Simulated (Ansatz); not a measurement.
# doublet [C2H3ClF2]+ at 6 levels

We compute a comparison of 6 runs (UHF/cc-pVDZ, UBLYP/cc-pVDZ, UCAM-B3LYP/cc-pVDZ, UPBE-QIDH/cc-pVDZ, RPA@PBE0/cc-pVDZ, UCCSD/cc-pVDZ) of doublet [C2H3ClF2]+. 

The results are computed with Ansatz 0.2.0.

55 further runs of the same task are left out: 1 that didn't finish, 54 set aside as unsound or not needed. Runs told in other sessions of the task aren't counted.

## (1) The molecule

[C2H3ClF2]+: 8 atoms, total charge +1, spin state doublet. As SMILES of the parent species, `CC(F)(F)Cl`. The shape is that of a PBE0-D4/def2-TZVP optimisation. That shape belongs to the parent species and isn't relaxed for this state.

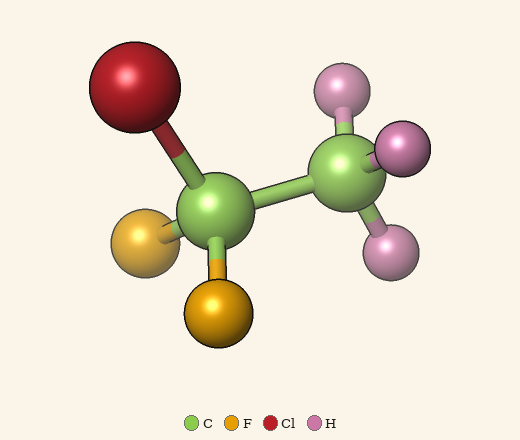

Viewed from a chosen angle; carbon green, fluorine amber, chlorine red, hydrogen pink.

## (2) The energy at UHF/cc-pVDZ (run 1)

Input file run.yaml:

```yaml
crystal:
  periodic: [false, false, false]
  atoms:
    - {symbol: C, position_ang: [-0.591960, -0.305640, 0.477310]}
    - {symbol: C, position_ang: [0.524930, 0.179790, -0.395910]}
    - {symbol: F, position_ang: [1.713900, 0.014330, 0.206290]}
    - {symbol: F, position_ang: [0.571970, -0.511300, -1.546500]}
    - {symbol: Cl, position_ang: [0.352900, 1.905700, -0.801400]}
    - {symbol: H, position_ang: [-0.600880, 0.257090, 1.409000]}
    - {symbol: H, position_ang: [-0.428120, -1.363800, 0.687730]}
    - {symbol: H, position_ang: [-1.542750, -0.176190, -0.036530]}
basis:
  gaussian: {orbitals: cc-pVDZ}
total_charge: 1
magnetization: {spin_polarized: true, initial_magnetization: 1}
hamiltonian: {xc: hf}
accuracy: high
output: {orbitals: {seedname: orbitals}}
```

Command:

```bash
$ ansatz run run.yaml --threads 1 --pin off --max-ram 3480MiB --events-out events.jsonl --progress --plain --runs-dir runs
```

What it wrote:

```text
Warning: RAYON_NUM_THREADS=1 ignored (pool sized by the plan → 1); use --threads N
Functional definition: HF
  name "HF"
  exchange = exact_x
  correlation = 0
2085 factors; integrals over basis functions are off by at most 3.6e-9 eV
mean field evaluation 1: about -20007.6241 eV, gradient 3.6e1 eV
mean field evaluation 2: about -20007.8101 eV, gradient 3.6e1 eV
mean field evaluation 4: about -20012.9783 eV, gradient 3.1e0 eV
mean field evaluation 8: about -20013.1577 eV, gradient 4.0e-1 eV
mean field evaluation 16: about -20013.1699 eV, gradient 9.3e-6 eV
mean field evaluation 32: about -20013.1279 eV, gradient 9.8e-2 eV
mean field evaluation 64: about -20013.0784 eV, gradient 3.5e-2 eV
mean field evaluation 96: about -20007.6618 eV, gradient 3.6e1 eV
mean field evaluation 128: about -20013.1699 eV, gradient 1.4e-2 eV
mean field -20013.16991884 eV, -735.4704291037 hartree, gradient 1.2e-8 eV, S^2 0.758372; 3 other end points of the search recorded, 0 dependent functions left out
reference -20013.16991884 eV, -735.4704291037 hartree; 25, 24 occupied and 64, 65 virtual orbitals, 2085 factors
Total energy: -20013.16991884 eV, -735.4704291037 hartree
```

Run time: 14 s. Hardware: 1 thread of Arm Neoverse V1, shared host; peak memory 0.42 GiB.

## (3) The energy at UBLYP/cc-pVDZ (run 2)

Input file job.yaml:

```yaml
crystal:
  periodic: [false, false, false]
  atoms:
    - {symbol: C, position_ang: [-0.591960, -0.305640, 0.477310]}
    - {symbol: C, position_ang: [0.524930, 0.179790, -0.395910]}
    - {symbol: F, position_ang: [1.713900, 0.014330, 0.206290]}
    - {symbol: F, position_ang: [0.571970, -0.511300, -1.546500]}
    - {symbol: Cl, position_ang: [0.352900, 1.905700, -0.801400]}
    - {symbol: H, position_ang: [-0.600880, 0.257090, 1.409000]}
    - {symbol: H, position_ang: [-0.428120, -1.363800, 0.687730]}
    - {symbol: H, position_ang: [-1.542750, -0.176190, -0.036530]}
basis:
  gaussian:
    orbitals: cc-pVDZ
total_charge: 1
magnetization:
  spin_polarized: true
  initial_magnetization: 1
hamiltonian:
  xc: {name: BLYP}
accuracy: high
output:
  orbitals: {seedname: orbitals}
```

Command:

```bash
$ ansatz run job.yaml --threads 1 --pin off --max-ram 3480MiB --events-out events.jsonl --progress --plain --runs-dir runs
```

What it wrote (excerpt; [...] marks lines left out):

```text
Warning: RAYON_NUM_THREADS=1 ignored (pool sized by the plan → 1); use --threads N
Functional definition: BLYP
  name "BLYP"
[...]
2085 factors; integrals over basis functions are off by at most 3.6e-9 eV
[...]
mean field -20066.75062369 eV, -737.4394836886 hartree, gradient 1.1e-8 eV, S^2 0.751305; 10 other end points of the search recorded, 0 dependent functions left out
reference -20066.75066768 eV, -737.4394853050 hartree; 25, 24 occupied and 64, 65 virtual orbitals, 2085 factors
Total energy: -20066.75066768 eV, -737.4394853050 hartree
```

It took 51 s on 1 thread of Arm Neoverse V1, shared host; peak memory 0.32 GiB.

Run 3 isn't shown in full; the table further down has it.

## (4) A single-point energy at UPBE-QIDH/cc-pVDZ (run 4)

Input file molecule.yaml:

```yaml
crystal:
  periodic: [false, false, false]
  atoms:
    - {symbol: C, position_ang: [-0.591960, -0.305640, 0.477310]}
    - {symbol: C, position_ang: [0.524930, 0.179790, -0.395910]}
    - {symbol: F, position_ang: [1.713900, 0.014330, 0.206290]}
    - {symbol: F, position_ang: [0.571970, -0.511300, -1.546500]}
    - {symbol: Cl, position_ang: [0.352900, 1.905700, -0.801400]}
    - {symbol: H, position_ang: [-0.600880, 0.257090, 1.409000]}
    - {symbol: H, position_ang: [-0.428120, -1.363800, 0.687730]}
    - {symbol: H, position_ang: [-1.542750, -0.176190, -0.036530]}
basis:
  gaussian:
    orbitals: cc-pVDZ
total_charge: 1
magnetization:
  spin_polarized: true
  initial_magnetization: 1
hamiltonian:
  xc: {name: PBE-QIDH}
correlation:
  frozen_orbitals: {C: 1, Cl: 5, F: 1, H: 0}
accuracy: high
output: {orbitals: {seedname: orbitals}}
```

Command:

```bash
$ ansatz run molecule.yaml --threads 1 --pin off --max-ram 3480MiB --events-out events.jsonl --progress --plain --runs-dir runs
```

What it wrote (excerpt; [...] marks lines left out):

```text
Warning: RAYON_NUM_THREADS=1 ignored (pool sized by the plan → 1); use --threads N
Functional definition: PBE-QIDH
  name "PBE-QIDH"
[...]
2085 factors; integrals over basis functions are off by at most 3.6e-9 eV
[...]
mean field -20042.96698552 eV, -736.5654511069 hartree, gradient 5.8e-8 eV, S^2 0.755877; 2 other end points of the search recorded, 0 dependent functions left out
9 core orbitals not correlated: weight in the atoms' cores, before any rotation towards them, 1.000 or more for the frozen orbitals, at most 0.000 for the correlated occupied ones
reference -20042.96698624 eV, -736.5654511333 hartree; 16, 15 occupied and 64, 65 virtual orbitals, 2085 factors
second order -23.35853188 eV of doubles, -0.00000000 eV of singles
Total energy: -20050.75316353 eV, -736.8515878712 hartree
```

Wall time 51 s (1 thread of Arm Neoverse V1, shared host); peak memory 0.48 GiB.

Run 5 isn't shown in full; the table further down has it.

## (5) A single-point energy at UCCSD/cc-pVDZ (run 6)

Input file job.yaml:

```yaml
crystal:
  periodic: [false, false, false]
  atoms:
    - symbol: C
      position_ang: [-0.591960, -0.305640, 0.477310]
    - symbol: C
      position_ang: [0.524930, 0.179790, -0.395910]
    - symbol: F
      position_ang: [1.713900, 0.014330, 0.206290]
    - symbol: F
      position_ang: [0.571970, -0.511300, -1.546500]
    - symbol: Cl
      position_ang: [0.352900, 1.905700, -0.801400]
    - symbol: H
      position_ang: [-0.600880, 0.257090, 1.409000]
    - symbol: H
      position_ang: [-0.428120, -1.363800, 0.687730]
    - symbol: H
      position_ang: [-1.542750, -0.176190, -0.036530]
basis:
  gaussian:
    orbitals: cc-pVDZ
total_charge: 1
magnetization:
  spin_polarized: true
  initial_magnetization: 1
correlation:
  method: ccsd
  frozen_orbitals: {C: 1, Cl: 5, F: 1, H: 0}
accuracy: high
scf:
  omitted_lower_state_checks: [cluster_reference, increment]
```

Command:

```bash
$ ansatz run job.yaml --threads 1 --pin off --max-ram 3480MiB --events-out events.jsonl --progress --plain --runs-dir runs
```

What it wrote (excerpt; [...] marks lines left out):

```text
Warning: RAYON_NUM_THREADS=1 ignored (pool sized by the plan → 1); use --threads N
[... 2 set-up lines as earlier in the session ...]
[...]
2085 factors; integrals over basis functions are off by at most 3.6e-9 eV
[...]
mean field -20013.16991884 eV, -735.4704291037 hartree, gradient 1.2e-8 eV, S^2 0.758372; 6 other end points of the search recorded, 0 dependent functions left out
9 core orbitals not correlated: weight in the atoms' cores, before any rotation towards them, 1.000 or more for the frozen orbitals, at most 0.000 for the correlated occupied ones
reference -20013.16991884 eV, -735.4704291037 hartree; 16, 15 occupied and 64, 65 virtual orbitals, 2085 factors
second order -20.65599499 eV of doubles, -0.00000000 eV of singles
cycle   1  -21.10415139 eV  change   -4.5e-1 eV  update   1.1e-1
[...]
cycle  37  -21.74467198 eV  change   -1.9e-9 eV  update   3.8e-9
Total energy: -20034.91459082 eV, -736.2695310599 hartree
Checks for a lower state left out: cluster_reference, increment
```

Wall time 2.3 min (1 thread of Arm Neoverse V1, shared host); peak memory 1.1 GiB.

## (6) Overview of the runs

```csv
run,level,frozen core orbitals,energy (Eh),HOMO energy (eV),LUMO energy (eV),⟨S²⟩,wall time
1,UHF/cc-pVDZ,–,-735.470429,-21.13,-9.64,0.758,14 s
2,UBLYP/cc-pVDZ,–,-737.439485,-15.03,-14.98,0.751,51 s
3,UCAM-B3LYP/cc-pVDZ,–,-737.407006,-18.20,-13.37,0.753,40 s
4,UPBE-QIDH/cc-pVDZ,9,-736.851588,-19.63,-12.06,0.756,51 s
5,RPA@PBE0/cc-pVDZ,9,-736.522086,–,–,0.753,64 s
6,UCCSD/cc-pVDZ,9,-736.269531,–,–,0.758,2.3 min
```

## (7) Results

| quantity | value |
| --- | --- |
| run 6: total energy | -736.26953 Eh |
| run 6: correlation energy (9 core orbitals frozen) | -799.1 mEh |
| run 6: ⟨S²⟩ of the reference determinant | 0.758 |
| run 6: T1 diagnostic | 0.017 |

In words: Totals of different functionals can't be ranked against each other. All runs together took 5.9 min, the longest 2.3 min.
